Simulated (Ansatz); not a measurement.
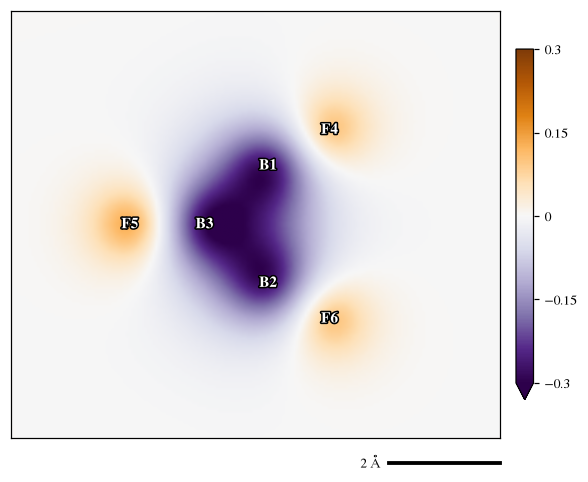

B3F3. One frontier orbital on a plane 0.8 Å above the molecular plane (values in Å⁻³ᐟ²; the overall sign is arbitrary).

Geometry: PBE0-D4/def2-SVP.

Method: Ansatz, RKS PBE0-D4/def2-TZVP.

```xyz
6

B    -0.2110    0.4725   -0.9560
B    -0.0091   -0.0713    1.0847
B     0.4214   -0.7682   -0.2464
F    -0.7866    1.5748   -1.2761
F     1.0470   -1.9080   -0.6121
F    -0.4617    0.7002    2.0060
```

Q: Which orbital is it: HOMO or LUMO?

A: The HOMO, at −6.22 eV. It lies mainly on B3 (about 30 %), B1 (about 25 %), B2 (about 25 %) and F5 (about 5 %); it changes sign across the molecular plane (π type); π-bonding across B1–B3 and B2–B3.
